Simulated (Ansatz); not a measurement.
**One shape, several levels: [HO2]− (hydroperoxide(1-))**

We compute a comparison of 6 runs (BHLYP/STO-3G, HSE06/STO-3G, r2SCAN/STO-3G, revPBE/STO-3G, RPA@PBE/STO-3G, UMP2/STO-3G) of [HO2]− (hydroperoxide(1-)). 

Program for the calculation: Ansatz 0.2.0.

10 further runs of the same task are left out: 9 that didn't finish, 1 set aside as unsound or not needed.

**1. The system as given**

The species is [HO2]− (3 atoms), meant as a singlet with charge -1. As SMILES, `[O-]O`. The O2–O1 distance was set to 1.849 Å, away from the relaxed value. At this shape a bond of the SMILES string is far longer than usual.

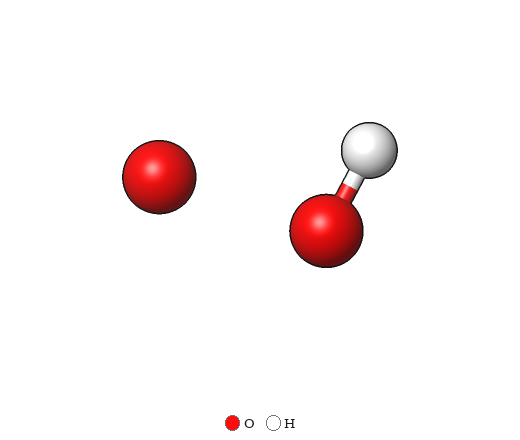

The structure, seen from a chosen angle (oxygen red, hydrogen white).

**2. The energy at BHLYP/STO-3G (run 1)**

File in.yaml:

```yaml
crystal:
  periodic: [false, false, false]
  atoms:
    - symbol: O
      position_ang: [-0.386634, 1.393440, -0.055851]
    - symbol: O
      position_ang: [-0.242260, -0.445880, -0.180750]
    - symbol: H
      position_ang: [0.600030, -0.579720, 0.261570]
basis:
  gaussian: {orbitals: STO-3G}
total_charge: -1
hamiltonian: {xc: {name: BHLYP}}
accuracy: high
```

Started as:

```
$ ansatz run in.yaml --threads 1 --pin off --max-ram 3480MiB --events-out events.jsonl --progress --plain --runs-dir runs
```

The log of the run:

```text
Warning: RAYON_NUM_THREADS=1 ignored (pool sized by the plan → 1); use --threads N
Functional definition: BHLYP
  name "BHLYP"
  parameter a = 0.5
  exchange = (1 - a)*b88_x + a*exact_x
  correlation = lyp_c
168 factors; integrals over basis functions are off by at most 3.9e-8 eV
mean field evaluation 1: about -4037.9000 eV, gradient 2.5e1 eV
mean field evaluation 2: about -4039.2232 eV, gradient 1.8e1 eV
mean field evaluation 4: about -4040.8005 eV, gradient 1.2e-1 eV
mean field evaluation 8: about -4040.8289 eV, gradient 9.7e-3 eV
mean field evaluation 16: about -4040.8289 eV, gradient 5.0e-8 eV
mean field -4040.82894815 eV, -148.4977248722 hartree, gradient 5.0e-8 eV, S^2 0.000000; 0 other end points of the search recorded, 0 dependent functions left out
reference -4040.82895982 eV, -148.4977253012 hartree; 9, 9 occupied and 2, 2 virtual orbitals, 168 factors
Total energy: -4040.82895982 eV, -148.4977253012 hartree
```

Wall time 0.42 s (1 thread of Arm Neoverse V1, shared host).

**3. A single-point energy at HSE06/STO-3G (run 2)**

File molecule.yaml:

```yaml
crystal:
  periodic: [false, false, false]
  atoms:
    - {symbol: O, position_ang: [-0.386634, 1.393440, -0.055851]}
    - {symbol: O, position_ang: [-0.242260, -0.445880, -0.180750]}
    - {symbol: H, position_ang: [0.600030, -0.579720, 0.261570]}
basis:
  gaussian: {orbitals: STO-3G}
total_charge: -1
hamiltonian: {xc: hse06}
accuracy: high
```

Started as:

```
$ ansatz run molecule.yaml --threads 1 --pin off --max-ram 3480MiB --events-out events.jsonl --progress --plain --runs-dir runs
```

The log of the run:

```text
Warning: RAYON_NUM_THREADS=1 ignored (pool sized by the plan → 1); use --threads N
Functional definition: HSE06
  name "HSE06"
  parameter a = 0.25
  parameter omega = 0.11/bohr
  exchange = pbe_x - a*pbe_x_sr(omega) + a*exact_x_sr(omega)
  correlation = pbe_c
168 factors; integrals over basis functions are off by at most 3.9e-8 eV
39 factors; integrals over basis functions are off by at most 3.1e-10 eV
mean field evaluation 1: about -4035.7208 eV, gradient 2.6e1 eV
mean field evaluation 2: about -4034.5093 eV, gradient 2.5e1 eV
mean field evaluation 4: about -4038.3559 eV, gradient 2.8e0 eV
mean field evaluation 8: about -4038.3905 eV, gradient 2.4e-1 eV
mean field evaluation 16: about -4038.3908 eV, gradient 2.7e-6 eV
mean field -4038.39076466 eV, -148.4081232817 hartree, gradient 5.8e-8 eV, S^2 0.000000; 0 other end points of the search recorded, 0 dependent functions left out
reference -4038.39076569 eV, -148.4081233197 hartree; 9, 9 occupied and 2, 2 virtual orbitals, 168 factors
Total energy: -4038.39076569 eV, -148.4081233197 hartree
```

Run time: 0.6 s. Hardware: 1 thread of Arm Neoverse V1, shared host.

Runs 3 to 4 aren't shown in full; the table further down has their settings and results.

**4. A single-point energy at RPA@PBE/STO-3G (run 5)**

File input.yaml:

```yaml
crystal:
  periodic: [false, false, false]
  atoms:
    - symbol: O
      position_ang: [-0.386634, 1.393440, -0.055851]
    - symbol: O
      position_ang: [-0.242260, -0.445880, -0.180750]
    - symbol: H
      position_ang: [0.600030, -0.579720, 0.261570]
basis:
  gaussian:
    orbitals: STO-3G
total_charge: -1
hamiltonian:
  xc: pbe
correlation:
  method: rpa
  frozen_orbitals: {H: 0, O: 1}
accuracy: high
```

Started as:

```
$ ansatz run input.yaml --threads 1 --pin off --max-ram 3480MiB --events-out events.jsonl --progress --plain --runs-dir runs
```

The log of the run (excerpt; [...] marks lines left out):

```text
Warning: RAYON_NUM_THREADS=1 ignored (pool sized by the plan → 1); use --threads N
Functional definition: PBE
  name "PBE"
[...]
168 factors; integrals over basis functions are off by at most 3.9e-8 eV
[...]
mean field -4037.98755351 eV, -148.3933055451 hartree, gradient 9.3e-9 eV, S^2 0.000000; 0 other end points of the search recorded, 0 dependent functions left out; unrestricted orbitals would lower it
[...]
2 core orbitals not correlated: weight in the atoms' cores, before any rotation towards them, 1.000 or more for the frozen orbitals, at most 0.000 for the correlated occupied ones
reference -4023.20720834 eV, -147.8501378788 hartree; 7, 7 occupied and 2, 2 virtual orbitals, 168 factors
Total energy: -4028.24645312 eV, -148.0353267086 hartree
```

It took 0.73 s on 1 thread of Arm Neoverse V1, shared host.

**5. A single-point energy at UMP2/STO-3G (run 6)**

molecule.yaml, as its differences from that of step 3:

```diff
@@ -7,5 +7,10 @@
 basis:
-  gaussian: {orbitals: STO-3G}
+  gaussian:
+    orbitals: STO-3G
 total_charge: -1
-hamiltonian: {xc: hse06}
+magnetization:
+  spin_polarized: true
+correlation:
+  method: mp2
+  frozen_orbitals: {H: 0, O: 1}
 accuracy: high
```

Started as:

```
$ ansatz run molecule.yaml --threads 1 --pin off --max-ram 3480MiB --events-out events.jsonl --progress --plain --runs-dir runs
```

The log of the run (excerpt; [...] marks lines left out):

```text
Warning: RAYON_NUM_THREADS=1 ignored (pool sized by the plan → 1); use --threads N
Functional definition: HF
  name "HF"
[...]
168 factors; integrals over basis functions are off by at most 3.9e-8 eV
[...]
mean field -4023.90438547 eV, -147.8757586657 hartree, gradient 3.0e-8 eV, S^2 0.605948; 25 other end points of the search recorded, 0 dependent functions left out
2 core orbitals not correlated: weight in the atoms' cores, before any rotation towards them, 1.000 or more for the frozen orbitals, at most 0.000 for the correlated occupied ones
reference -4023.90438547 eV, -147.8757586657 hartree; 7, 7 occupied and 2, 2 virtual orbitals, 168 factors
second order -1.08804503 eV of doubles, -0.00000000 eV of singles
Total energy: -4024.99243050 eV, -147.9157435829 hartree
```

Wall time 0.54 s (1 thread of Arm Neoverse V1, shared host).

**6. The series**

```csv
run,level,frozen core orbitals,energy (Eh),wall time
1,BHLYP/STO-3G,–,-148.497725,0.42 s
2,HSE06/STO-3G,–,-148.408123,0.6 s
3,r2SCAN/STO-3G,–,-148.505986,1.3 s
4,revPBE/STO-3G,–,-148.522514,0.48 s
5,RPA@PBE/STO-3G,2,-148.035327,0.73 s
6,UMP2/STO-3G,2,-147.915744,0.54 s
```

**7. Summary of results**

| quantity | value |
| --- | --- |
| run 6: total energy | -147.91574 Eh |
| run 6: correlation energy (2 core orbitals frozen) | -40.0 mEh |
| run 6: ⟨S²⟩ of the reference determinant | 0.606 |

In words: Totals of different functionals can't be ranked against each other. In run 5 the log says that unrestricted orbitals would lower the reference, so the values rest on an unstable closed-shell determinant (other closed-shell runs at this shape may share the fault). In runs 1, 2, 3, 4, 5, 6 the basis is minimal, so the values are rough. Spin contamination of the reference: run 6 ⟨S²⟩ = 0.61. Where it is this large, the reference is a mixture of spin states, and values that rest on it are in doubt. All runs together took 4 s, the longest 1.3 s.
